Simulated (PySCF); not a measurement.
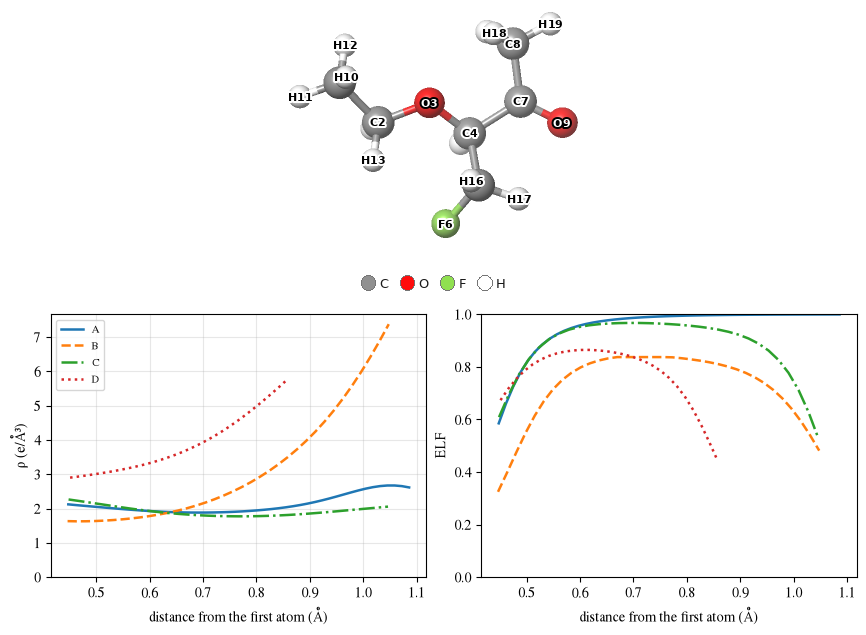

Figure 1: C₆H₁₁FO₂ (SMILES CCO[C@H](CF)C(C)=O). Electron density and electron localisation function along straight lines between neighbouring atoms. The curves leave out the atomic cores. The structure is drawn too.

Geometry: GFN2-xTB.

Computed with PySCF, CAM-B3LYP/pcSseg-1, SCF density, in a acetone solvent model, non-relativistic.

The calculation's input:

```
{"job": {"xc": "CAM-B3LYP", "basis": "pcSseg-1", "solvent": "acetone", "kind": "nmr", "pop": true}, "charge": 0, "multiplicity": 1}
C      2.259851    -0.424863     1.519192
C      1.570104     0.338397     0.401183
O      0.242182    -0.149736     0.290750
C     -0.495170     0.391388    -0.773283
C     -0.900893     1.855992    -0.564926
F      0.097141     2.710877    -0.966897
C     -1.746741    -0.468450    -1.009501
C     -1.651494    -1.865898    -0.487114
O     -2.703703    -0.026344    -1.589983
H      1.732223    -0.266880     2.455599
H      3.283834    -0.078643     1.623969
H      2.262102    -1.488811     1.298752
H      1.569329     1.413192     0.621332
H      2.096976     0.186324    -0.553027
H      0.093758     0.343786    -1.709490
H     -1.092625     2.055203     0.493458
H     -1.782482     2.084859    -1.170270
H     -1.524509    -1.823439     0.592386
H     -2.546499    -2.425197    -0.743723
H     -0.768533    -2.351080    -0.895585
```

Run with:

```sh
OMP_NUM_THREADS=1 python ens_run.py task.json out
```

Q: Which curve belongs to which contact (C–C, C–F, C–H and C–O)? The first atom named is at distance zero.

A: Curve A: C–H (1.09 Å): the density is about 2 e/Å³ at the midpoint; the ELF climbs to about 1 towards the hydrogen, as it does in any bond to H (an ordinary covalent bond to hydrogen). Curve B: C–F (1.37 Å): ρ at the midpoint is about 2.1 e/Å³, with its minimum of 1.6 e/Å³ about 0.5 Å from C; the ELF peaks at about 0.85 between the atoms (a polar covalent bond). Curve C: C–C (1.49 Å): ρ at the midpoint is about 1.8 e/Å³; the ELF peaks at about 0.95 between the atoms (a covalent bond). Curve D: C–O (1.20 Å): the density is about 3.3 e/Å³ at the midpoint; the ELF peaks at about 0.85 between the atoms; a short, multiple covalent bond.
